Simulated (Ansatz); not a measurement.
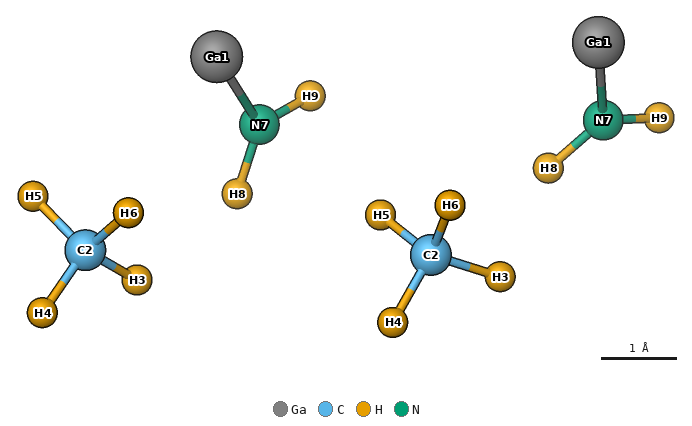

Two geometries of CH$_{6}$GaN, drawn at one scale. One is the start of a relaxation, the other its converged end. Style: ball-and-stick. Shown from a free direction.

Method: RKS PBE-D4/def2-SVP in Ansatz. Settings: no spin polarisation; force threshold 0.03 eV/Å; at most 50 steps.

Which geometry has the lower energy?

The right one is the relaxed one. The run prepares an end point of a later path (reaction) calculation, from a guessed geometry. Over 14 accepted moves (17 points after the start) the energy falls by 3.33 kJ/mol. Largest force component: 0.14 eV/Å at the start, 0.022 eV/Å at the end. The line search rejected the trial steps at points 2, 9, 11 of the run. The forces were under the threshold at step 8, but the run went on from there. H8 moves most after the best rigid fit: 0.58 Å. By element the largest moves are H 0.58 Å, Ga 0.52 Å, N 0.07 Å, C 0.06 Å. Bond angles that change, for instance: Ga1–N7–H8 127.6° → 125.4°. The run took 35 s on 2 threads of Intel(R) Xeon(R) Platinum 8259CL CPU @ 2.50GHz (Skylake/Cascade Lake), on a shared host, peak memory 0.15 GiB.

Limits of the set-up: the start holds two separate molecules, 2.5 Å apart at their closest, whose relative position is a soft coordinate.
